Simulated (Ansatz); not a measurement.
A periodic structure is given below.

```
CELL_PARAMETERS angstrom
2.48326 0.00000 0.00000
-1.24163 2.15057 0.00000
0.00000 0.00000 4.13631
ATOMIC_POSITIONS crystal
C 0.33333 0.66667 0.06284
C 0.66667 0.33333 0.56284
C 0.33333 0.66667 0.43716
C 0.66667 0.33333 0.93716
```

**Characterise the structure given above.**

The element is carbon. Space group: P6_3/mmc (No. 194). Lattice: primitive hexagonal. This arrangement goes by the name hexagonal diamond (lonsdaleite type). The cell holds four atoms. The coordination shell of C holds four C in a tetrahedral arrangement at 1.53 to 1.55 Å. The bonds build a three-dimensional framework.

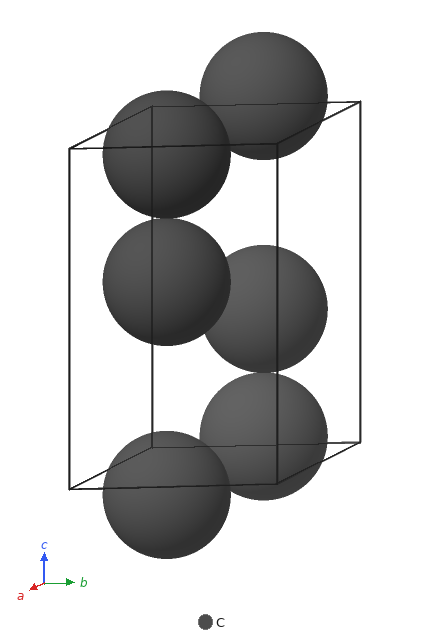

The image is a space-filling drawing of a crystal, viewed slightly off an axis. The wireframe shows the conventional unit cell.

The initial geometry was an entry, possibly a prediction, of the Crystallography Open Database. Earlier steps of the study may have refined or changed the cell and positions. It was the input of a calculation with Ansatz.
